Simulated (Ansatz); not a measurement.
Start from LaGaO3 (space group R-3c, No. 167; a = 5.5225 Å, c = 13.2735 Å (hexagonal axes)).

Perturbation: cell and atoms relaxed at a pressure of 3 GPa.

The values are results of PBEsol in Ansatz (plane waves to 420 eV, PAW, spin-orbit coupling left out), not measurements.

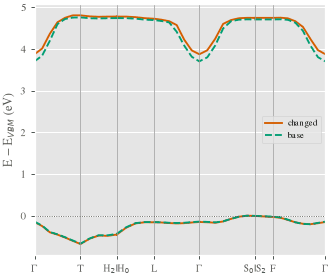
Figure: Highest valence and lowest conduction band along the path, each from its own valence-band maximum

**Question.** Read the changed gap and its character from the plot.

**Answer.** About 3.9 eV, indirect, Γ–S₀ (86 % along) → Γ.

Load acts through the strain it causes; cell and atoms are relaxed under it. No phonon test of stability was made.

Ansatz is an electronic-structure program.
